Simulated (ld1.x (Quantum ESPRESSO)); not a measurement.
# Cobalt: generating and testing a PAW potential, part 1 of 2

Task: generate the file, and judge it by its errors in other configurations, its logarithmic derivatives, its ghosts and its cutoff.

The numbers are computed with ld1.x (Quantum ESPRESSO) 7.5 (PBE, scalar-relativistic, spin-unpolarised reference atom).

**1. The atom and the settings**

Typed settings, in words:

| Property | Result |
| --- | --- |
| element | cobalt (Co, Z = 27) |
| type | PAW |
| frozen core | [Ne] |
| valence charge | 17 |
| reference configuration | 3s2 3p6 3d7 4s2 4p0 |
| partial waves | 3s (bound): rcut 1.05, rcutus 1.30 bohr; 4s (bound): rcut 1.05, rcutus 1.30 bohr; 3p (bound): rcut 1.15, rcutus 1.40 bohr; 4p (bound, empty): rcut 1.15, rcutus 1.40 bohr; 3d (bound): rcut 0.95, rcutus 1.10 bohr; 3d channel at -0.15 Ry: rcut 0.95, rcutus 1.10 bohr |
| local potential | all-electron potential smoothed inside 1.30 bohr (lloc = -1) |
| core correction | Bessel-smoothed model core inside 0.65 bohr |
| augmentation charge | BESSEL, radius 0.90 bohr |

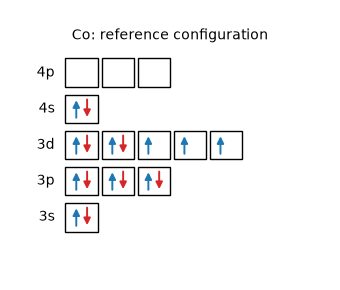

The outer shells as boxes. The arrows follow Hund's rule for the drawing; the calculation itself is spin-unpolarised.

The nodes and maxima of the atom's own shells, from an earlier all-electron run, set the scale for the radii.

All-electron outer shells of the reference configuration (PBE, scalar-relativistic, ld1.x):

```csv
shell,level (eV),outermost node (bohr),outermost maximum (bohr)
2s,-899.00,0.08,0.21
2p,-769.94,–,0.17
3s,-102.40,0.31,0.66
3p,-65.64,0.28,0.68
3d,-8.20,–,0.66
4s,-5.47,0.96,2.32
4p,-1.28,1.05,3.25
```

**2. The generation run**

Co.in

```
 &input
   title='Co', zed=27., rel=1, dft='PBE', iswitch=3,
   config='[Ar] 3d7 4s2 4p0',
   nld=3, rlderiv=1.55, eminld=-10.0, emaxld=5.0, deld=0.04
 /
 &inputp
   pseudotype=3, lpaw=.true., tm=.true., lloc=-1, rcloc=1.30,
   nlcc=.true., new_core_ps=.true., rcore=0.65,
   which_augfun='BESSEL', rmatch_augfun=0.90,
   file_pseudopw='Co.UPF', file_wfcaegen='ae.wfc', file_wfcncgen='nc.wfc', file_beta='beta', file_chi='chi', file_wfcusgen='us.wfc'
 /
6
3S  1  0   2.00   0.00  1.05  1.30  0.0
4S  2  0   2.00   0.00  1.05  1.30  0.0
3P  2  1   6.00   0.00  1.15  1.40  0.0
4P  3  1   0.00   0.00  1.15  1.40  0.0
3D  3  2   7.00   0.00  0.95  1.10  0.0
3D  3  2   0.00  -0.15  0.95  1.10  0.0
 &test
   configts(1)='3s2 3p6 3d7 4s2 4p0'
 /
```

Launch:

```bash
$ ld1.x < Co.in > Co.out
```

The output, Co.out (without the banner and most projector matrices):

```text
     Program LD1 v.7.5
     --------------------------- All-electron run ----------------------------

     Co
     scalar relativistic calculation

     atomic number is 27.00
     dft =PBE   lsd =0 sic =0 latt =0  beta=0.20 tr2=1.0E-14
     Exchange-correlation= PBE
                           (   1   4   3   4   0   0   0)
     mesh =1193 r(mesh) =  99.89935 a.u. xmin = -7.00 dx = 0.01250
     1 Ry =  13.60569312 eV, c = 137.03599908

     n l     nl                  e(Ry)          e(Ha)          e(eV)
     1 0     1S 1( 2.00)      -558.0826      -279.0413     -7593.1006
     2 0     2S 1( 2.00)       -66.0755       -33.0378      -899.0036
     2 1     2P 1( 6.00)       -56.5897       -28.2948      -769.9416
     3 0     3S 1( 2.00)        -7.5266        -3.7633      -102.4044
     3 1     3P 1( 6.00)        -4.8242        -2.4121       -65.6364
     3 2     3D 1( 7.00)        -0.6030        -0.3015        -8.2040
     4 0     4S 1( 2.00)        -0.4020        -0.2010        -5.4697
     4 1     4P 1( 0.00)        -0.0938        -0.0469        -1.2766

     final scf error:  8.6E-15 reached in  32 iterations

     Etot =   -2786.294851 Ry,   -1393.147426 Ha,  -37909.472698 eV

     Ekin =    2822.267919 Ry,    1411.133959 Ha,   38398.911213 eV
     Encl =   -6674.713191 Ry,   -3337.356595 Ha,  -90814.099355 eV
     Eh   =    1184.776043 Ry,     592.388022 Ha,   16119.699266 eV
     Exc  =    -118.625623 Ry,     -59.312811 Ha,   -1613.983821 eV

     normalization and overlap integrals

     s(1S/1S) =  1.000000  <r> =   0.0562  <r2> =    0.0042  r(max) =   0.0366
     s(2S/2S) =  1.000000  <r> =   0.2555  <r2> =    0.0770  r(max) =   0.2131
     s(2P/2P) =  1.000000  <r> =   0.2250  <r2> =    0.0622  r(max) =   0.1723
     s(3S/3S) =  1.000000  <r> =   0.7736  <r2> =    0.6913  r(max) =   0.6648
     s(3P/3P) =  1.000000  <r> =   0.8160  <r2> =    0.7864  r(max) =   0.6816
     s(3D/3D) =  1.000000  <r> =   1.0711  <r2> =    1.5569  r(max) =   0.6648
     s(4S/4S) =  1.000000  <r> =   2.8937  <r2> =    9.7888  r(max) =   2.3202
     s(4P/4P) =  1.000000  <r> =   4.4224  <r2> =   23.7598  r(max) =   3.2517

     ------------------------ End of All-electron run ------------------------

     --------------------- Generating PAW atomic setup --------------------

      Generating local potential from pseudized AE potential:
      Matching radius rcloc =   1.3000

      Local pseudo, rcloc= 1.289 Estimated cut-off energy=    14.97 Ry

      Computing core charge for nlcc:

       r > 0.66 : true rho core
      Core charge pseudized with two Bessel functions
      Integrated core pseudo-charge :   1.21
      Wfc-us  3S rcutus= 1.289  Estimated cut-off energy=    32.60 Ry
      Wfc-us  4S rcutus= 1.289  Estimated cut-off energy=    66.55 Ry
      Wfc-us  3P rcutus= 1.390  Estimated cut-off energy=    43.83 Ry
      Wfc-us  4P rcutus= 1.390  Estimated cut-off energy=    82.31 Ry
      Wfc-us  3D rcutus= 1.110  Estimated cut-off energy=    92.87 Ry
      Wfc-us  3D rcutus= 1.110  Estimated cut-off energy=    94.94 Ry

     Required augmentation: BESSEL   radius:    0.900000
     Suggested rho cutoff for augmentation: 120.26 Ry

     Estimated PAW energy = -376.116601 Ryd

     The PAW screened D coefficients
     3.48851     2.32463     0.00000     0.00000     0.00000     0.00000
     2.32463     0.77739     0.00000     0.00000     0.00000     0.00000
     0.00000     0.00000    -3.13769    -0.09282     0.00000     0.00000
     0.00000     0.00000    -0.09282    -0.22449     0.00000     0.00000
     0.00000     0.00000     0.00000     0.00000    -2.78497    -1.75464
     0.00000     0.00000     0.00000     0.00000    -1.75464    -1.10399

     The PAW descreened D coefficients (US)
     0.15651    -0.82617     0.00000     0.00000     0.00000     0.00000
    -0.82617    -0.85769     0.00000     0.00000     0.00000     0.00000
     0.00000     0.00000     3.26088    -1.08937     0.00000     0.00000
     0.00000     0.00000    -1.08937    -0.98317     0.00000     0.00000
     0.00000     0.00000     0.00000     0.00000     1.00129     0.72198
     0.00000     0.00000     0.00000     0.00000     0.72198     0.51543

     ------------------- End of pseudopotential generation -------------------

     [... the all-electron block is printed once more ...]


     Computing logarithmic derivative in   1.54563
     Computing logarithmic derivative in   1.54563
     Computing the partial wave expansion
     R is outside the sphere for l=    0 j= 0.00
     R is outside the sphere for l=    0 j= 0.00
     R is outside the sphere for l=    1 j= 0.00
     R is outside the sphere for l=    1 j= 0.00
     R is outside the sphere for l=    2 j= 0.00
     R is outside the sphere for l=    2 j= 0.00

     ---------------------- Testing the pseudopotential ----------------------

     Co
     scalar relativistic calculation

     atomic number is 27.00   valence charge is 17.00
     dft = SLA  PW   PBX  PBC   lsd =0 sic =0 latt =0  beta=0.20 tr2=1.0E-14
     mesh =1193 r(mesh) =  99.89935 xmin = -7.00 dx = 0.01250

     n l     nl             e AE (Ry)        e PS (Ry)    De AE-PS (Ry)
     1 0     3S   1( 2.00)       -7.52658       -7.52655       -0.00003
     2 1     3P   1( 6.00)       -4.82419       -4.82414       -0.00005
     3 2     3D   1( 7.00)       -0.60298       -0.60295       -0.00003
     2 0     4S   1( 2.00)       -0.40202       -0.40201       -0.00000
     3 1     4P   1( 0.00)       -0.09383       -0.09383       -0.00000

     eps = 4.6E-15  iter =  6

     Etot =   -2786.294851 Ry,   -1393.147426 Ha,  -37909.472698 eV
     Etotps =  -376.116505 Ry,    -188.058252 Ha,   -5117.325741 eV

     Ekin =     327.569725 Ry,     163.784862 Ha,    4456.813149 eV
     Encl =    -836.232725 Ry,    -418.116363 Ha,  -11377.525840 eV
     Ehrt =     251.172284 Ry,     125.586142 Ha,    3417.373012 eV
     Ecxc =    -118.625788 Ry,     -59.312894 Ha,   -1613.986062 eV
     (Ecc =      -2.698234 Ry,      -1.349117 Ha,     -36.711349 eV)

     ---------------------- End of pseudopotential test ----------------------
```

Wall time 1.9 s (1 thread of Neoverse-V1, shared host). (Generation and the later configuration tests together.)

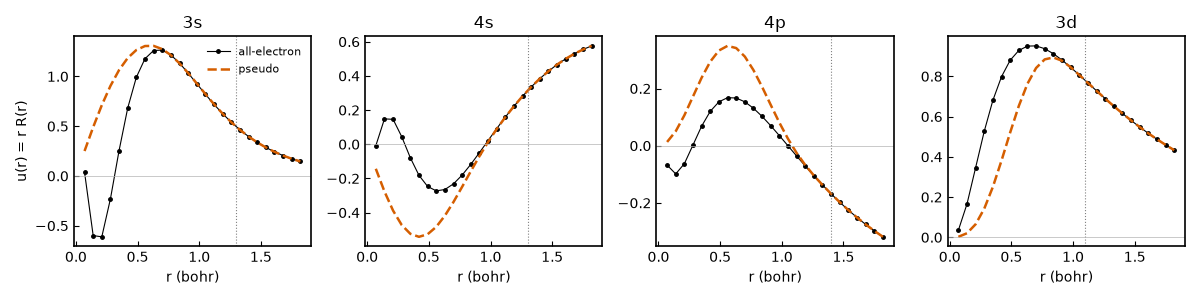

All-electron and pseudo partial waves (3s, 4s, 4p, 3d), with the matching radii dotted. The curves join 26 sampled radii, too few to resolve the innermost nodes.

(Continued in part 2 of 2.)
